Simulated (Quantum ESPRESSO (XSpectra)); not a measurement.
## Se K-edge X-ray absorption spectrum (XANES) of Bi2Se3 (R-3m)

```
CELL_PARAMETERS angstrom
      2.09569     1.20994     9.97623
     -2.09569     1.20994     9.97623
      0.00000    -2.41989     9.97623
ATOMIC_POSITIONS crystal
  Bi 0.39844 0.39844 0.39844
  Bi 0.60156 0.60156 0.60156
  Se 0.00000 0.00000 0.00000
  Se 0.21572 0.21572 0.21572
  Se 0.78428 0.78428 0.78428
```

Geometry: Materials Project entry mp-541837 (a computed structure). The cell is the entry's, not relaxed again.

Absorber: atom 3, Se on Wyckoff site a (site symmetry -3m), with 6 Bi at 3.11 Å.

Method: LDA, full core hole, dipole K-edge X-ray absorption, plane waves, Troullier-Martins potentials made with ld1.x and PseudoDojo potentials for the other elements (Perdew-Zunger form enforced), scalar-relativistic, no spin, constant broadening (Quantum ESPRESSO (XSpectra)).

15-atom cell (absorber images 7.3 Å apart), 56 Ry, k meshes 2×2×2 (SCF) and 3×3×2 (spectrum), Lorentzian half width 1.5 eV. The ground-state test found a gap, so occupations are fixed and the excited electron is left out (charged cell on a uniform background); energies count from the highest occupied level. Field directions run: x; z, weighted by the site's symmetry in the crystal. Intensities are scaled to a mean of 1 over 0–35 eV.

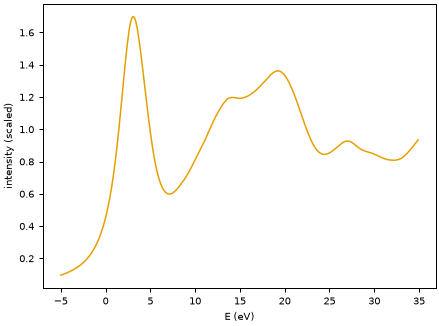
Figure: The computed spectrum

The absolute edge energy is not computed.
